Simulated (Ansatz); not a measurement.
# doublet C2H2Cl2Si+ at 6 levels

Wanted: a comparison of 6 runs (UHF/STO-3G, U-r2SCAN0/def2-SVP, UBHLYP/def2-SVP, USVWN5/def2-SVP, RPA@PBE/def2-SVP, RPA@PBE0/def2-SVP) of doublet C2H2Cl2Si+. 

The results are computed with Ansatz 0.2.0.

63 further runs of the same task are left out: 1 that didn't finish, 62 set aside as unsound or not needed.

### Step 1. Starting point

The species is C2H2Cl2Si+ (7 atoms), meant as a doublet with charge +1. As SMILES of the parent species, `C#C[SiH](Cl)Cl`. Geometry: relaxed at PBE0-D4/def2-TZVP. That shape belongs to the parent species and isn't relaxed for this state.

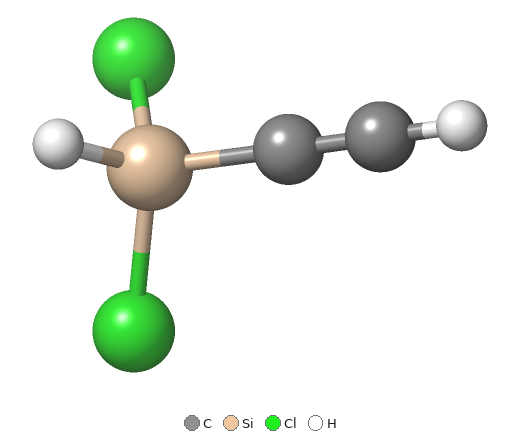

The structure, seen from a chosen angle (carbon grey, silicon light orange, chlorine green, hydrogen white).

### Step 2. The energy at UHF/STO-3G (run 1)

molecule.yaml

```yaml
crystal:
  periodic: [false, false, false]
  atoms:
    - {symbol: C, position_ang: [0.222100, -0.669300, 1.881600]}
    - {symbol: C, position_ang: [0.127700, -0.285200, 0.743200]}
    - {symbol: Si, position_ang: [0.012700, 0.282700, -0.968900]}
    - {symbol: Cl, position_ang: [-1.510600, -0.698400, -1.899200]}
    - {symbol: Cl, position_ang: [-0.353700, 2.286200, -0.986900]}
    - {symbol: H, position_ang: [0.302500, -1.008200, 2.889500]}
    - {symbol: H, position_ang: [1.260700, 0.024000, -1.705100]}
basis:
  gaussian:
    orbitals: STO-3G
total_charge: 1
magnetization:
  spin_polarized: true
  initial_magnetization: 1
hamiltonian:
  xc: hf
accuracy: high
output:
  orbitals: {seedname: orbitals}
```

Launch:

```
$ ansatz run molecule.yaml --threads 1 --pin off --max-ram 3480MiB --events-out events.jsonl --progress --plain --runs-dir runs
```

The log of the run:

```text
Warning: RAYON_NUM_THREADS=1 ignored (pool sized by the plan → 1); use --threads N
Functional definition: HF
  name "HF"
  exchange = exact_x
  correlation = 0
768 factors; integrals over basis functions are off by at most 2.2e-8 eV
mean field evaluation 1: about -34567.1643 eV, gradient 1.7e1 eV
mean field evaluation 2: about -34567.2000 eV, gradient 1.7e1 eV
mean field evaluation 4: about -34570.5001 eV, gradient 1.3e0 eV
mean field evaluation 8: about -34570.5331 eV, gradient 1.5e-2 eV
mean field evaluation 16: about -34570.5306 eV, gradient 1.8e-8 eV
mean field evaluation 32: about -34570.5139 eV, gradient 7.2e-2 eV
mean field evaluation 64: about -34557.9192 eV, gradient 1.6e1 eV
mean field evaluation 96: about -34570.5163 eV, gradient 3.3e-2 eV
mean field evaluation 128: about -34570.4883 eV, gradient 8.4e-2 eV
mean field -34570.53064856 eV, -1270.4435685871 hartree, gradient 4.2e-8 eV, S^2 0.755250; 3 other end points of the search recorded, 0 dependent functions left out
reference -34570.53064856 eV, -1270.4435685871 hartree; 31, 30 occupied and 8, 9 virtual orbitals, 768 factors
Total energy: -34570.53064856 eV, -1270.4435685871 hartree
```

Run time: 2.1 s. Hardware: 1 thread of Arm Neoverse V2, shared host; peak memory 0.12 GiB.

### Step 3. The energy at U-r2SCAN0/def2-SVP (run 2)

input.yaml

```yaml
crystal:
  periodic: [false, false, false]
  atoms:
    - symbol: C
      position_ang: [0.222100, -0.669300, 1.881600]
    - symbol: C
      position_ang: [0.127700, -0.285200, 0.743200]
    - symbol: Si
      position_ang: [0.012700, 0.282700, -0.968900]
    - symbol: Cl
      position_ang: [-1.510600, -0.698400, -1.899200]
    - symbol: Cl
      position_ang: [-0.353700, 2.286200, -0.986900]
    - symbol: H
      position_ang: [0.302500, -1.008200, 2.889500]
    - symbol: H
      position_ang: [1.260700, 0.024000, -1.705100]
basis:
  gaussian:
    orbitals: def2-SVP
total_charge: 1
magnetization:
  spin_polarized: true
  initial_magnetization: 1
hamiltonian:
  xc: {name: r2SCAN0}
accuracy: high
output: {orbitals: {seedname: orbitals}}
```

Launch:

```
$ ansatz run input.yaml --threads 1 --pin off --max-ram 3480MiB --events-out events.jsonl --progress --plain --runs-dir runs
```

The log of the run:

```text
Warning: RAYON_NUM_THREADS=1 ignored (pool sized by the plan → 1); use --threads N
Functional definition: r2SCAN0
  name "r2SCAN0"
  parameter a = 0.25
  parameter k0 = 0.174
  parameter k1 = 0.065
  parameter a1 = 4.9479
  exchange = (1 - a)*r2scan_x(k0 = k0, k1 = k1, a1 = a1) + a*exact_x
  correlation = r2scan_c
1847 factors; integrals over basis functions are off by at most 4.0e-9 eV
mean field evaluation 1: about -34997.5052 eV, gradient 3.0e1 eV
mean field evaluation 2: about -34989.8592 eV, gradient 4.5e1 eV
mean field evaluation 4: about -35001.6726 eV, gradient 1.4e1 eV
mean field evaluation 8: about -35003.1026 eV, gradient 7.3e-1 eV
mean field evaluation 16: about -35003.3325 eV, gradient 1.6e-1 eV
mean field evaluation 32: about -35003.4889 eV, gradient 3.9e-5 eV
mean field evaluation 64: about -35003.3144 eV, gradient 5.5e-1 eV
mean field -35003.48889808 eV, -1286.3544907874 hartree, gradient 3.0e-8 eV, S^2 0.757938; 7 other end points of the search recorded, 0 dependent functions left out
reference -35003.48889923 eV, -1286.3544908298 hartree; 31, 30 occupied and 61, 62 virtual orbitals, 1847 factors
Total energy: -35003.48889923 eV, -1286.3544908298 hartree
```

It took 2 min on 1 thread of Arm Neoverse V2, shared host; peak memory 0.67 GiB.

### Step 4. The energy at UBHLYP/def2-SVP (run 3)

input.yaml

```yaml
basis:
  gaussian: {orbitals: def2-SVP}
crystal:
  periodic: [false, false, false]
  atoms:
    - {symbol: C, position_ang: [0.222100, -0.669300, 1.881600]}
    - {symbol: C, position_ang: [0.127700, -0.285200, 0.743200]}
    - {symbol: Si, position_ang: [0.012700, 0.282700, -0.968900]}
    - {symbol: Cl, position_ang: [-1.510600, -0.698400, -1.899200]}
    - {symbol: Cl, position_ang: [-0.353700, 2.286200, -0.986900]}
    - {symbol: H, position_ang: [0.302500, -1.008200, 2.889500]}
    - {symbol: H, position_ang: [1.260700, 0.024000, -1.705100]}
total_charge: 1
magnetization: {spin_polarized: true, initial_magnetization: 1}
hamiltonian: {xc: {name: BHLYP}}
accuracy: high
output: {orbitals: {seedname: orbitals}}
```

Launch:

```
$ ansatz run input.yaml --threads 1 --pin off --max-ram 3480MiB --events-out events.jsonl --progress --plain --runs-dir runs
```

The log of the run:

```text
Warning: RAYON_NUM_THREADS=1 ignored (pool sized by the plan → 1); use --threads N
Functional definition: BHLYP
  name "BHLYP"
  parameter a = 0.5
  exchange = (1 - a)*b88_x + a*exact_x
  correlation = lyp_c
1847 factors; integrals over basis functions are off by at most 4.0e-9 eV
mean field evaluation 1: about -35001.1066 eV, gradient 2.8e1 eV
mean field evaluation 2: about -34997.9484 eV, gradient 3.6e1 eV
mean field evaluation 4: about -35005.7660 eV, gradient 4.7e0 eV
mean field evaluation 8: about -35006.0102 eV, gradient 2.0e0 eV
mean field evaluation 16: about -35006.1793 eV, gradient 3.4e-2 eV
mean field evaluation 32: about -35006.1793 eV, gradient 5.8e-5 eV
mean field evaluation 64: about -35005.7023 eV, gradient 5.2e0 eV
mean field -35006.28257211 eV, -1286.4571564146 hartree, gradient 2.3e-8 eV, S^2 0.756160; 6 other end points of the search recorded, 0 dependent functions left out
reference -35006.28259859 eV, -1286.4571573874 hartree; 31, 30 occupied and 61, 62 virtual orbitals, 1847 factors
Total energy: -35006.28259859 eV, -1286.4571573874 hartree
```

Wall time 40 s (1 thread of Arm Neoverse V2, shared host); peak memory 0.51 GiB.

Runs 4 to 5 aren't shown in full; the table further down has their settings and results.

### Step 5. A single-point energy at RPA@PBE0/def2-SVP (run 6)

run.yaml

```yaml
crystal:
  periodic: [false, false, false]
  atoms:
    - {symbol: C, position_ang: [0.222100, -0.669300, 1.881600]}
    - {symbol: C, position_ang: [0.127700, -0.285200, 0.743200]}
    - {symbol: Si, position_ang: [0.012700, 0.282700, -0.968900]}
    - {symbol: Cl, position_ang: [-1.510600, -0.698400, -1.899200]}
    - {symbol: Cl, position_ang: [-0.353700, 2.286200, -0.986900]}
    - {symbol: H, position_ang: [0.302500, -1.008200, 2.889500]}
    - {symbol: H, position_ang: [1.260700, 0.024000, -1.705100]}
basis:
  gaussian: {orbitals: def2-SVP}
magnetization: {spin_polarized: true, initial_magnetization: 1}
total_charge: 1
correlation: {method: rpa, frozen_orbitals: {C: 1, Cl: 5, H: 0, Si: 5}}
hamiltonian: {xc: pbe0}
accuracy: high
```

Launch:

```
$ ansatz run run.yaml --threads 1 --pin off --max-ram 3480MiB --events-out events.jsonl --progress --plain --runs-dir runs
```

The log of the run, cut to the lines that bear on the results:

```text
Warning: RAYON_NUM_THREADS=1 ignored (pool sized by the plan → 1); use --threads N
Functional definition: PBE0
  name "PBE0"
[...]
1847 factors; integrals over basis functions are off by at most 4.0e-9 eV
[...]
mean field -34993.51191729 eV, -1285.9878435060 hartree, gradient 1.4e-8 eV, S^2 0.756226; 9 other end points of the search recorded, 0 dependent functions left out
17 core orbitals not correlated: weight in the atoms' cores, before any rotation towards them, 1.000 or more for the frozen orbitals, at most 0.000 for the correlated occupied ones
reference -34939.82714876 eV, -1284.0149646513 hartree; 14, 13 occupied and 61, 62 virtual orbitals, 1847 factors
Total energy: -34963.93624156 eV, -1284.9009574702 hartree
```

It took 81 s on 1 thread of Arm Neoverse V2, shared host; peak memory 0.69 GiB.

### Step 6. Overview of the runs

| run | level | frozen core orbitals | energy (Eh) | HOMO energy (eV) | ⟨S²⟩ | wall time |
| --- | --- | --- | --- | --- | --- | --- |
| 1 | UHF/STO-3G | – | -1270.443569 | -15.59 | 0.755 | 2.1 s |
| 2 | U-r2SCAN0/def2-SVP | – | -1286.354491 | -14.65 | 0.758 | 2 min |
| 3 | UBHLYP/def2-SVP | – | -1286.457157 | -15.22 | 0.756 | 40 s |
| 4 | USVWN5/def2-SVP | – | -1281.678353 | -13.35 | 0.751 | 17 s |
| 5 | RPA@PBE/def2-SVP | 17 | -1284.991918 | – | 0.752 | 78 s |
| 6 | RPA@PBE0/def2-SVP | 17 | -1284.900957 | – | 0.756 | 81 s |

### Step 7. Summary of results

| quantity | value |
| --- | --- |
| run 6: total energy | -1284.90096 Eh |
| run 6: RPA correlation energy (valence) | -886.0 mEh |
| run 6: ⟨S²⟩ of the reference determinant | 0.756 |

In words: Totals of different functionals can't be ranked against each other. In run 1 the basis is minimal, so the values are rough. All runs together took 5.7 min, the longest 2 min.
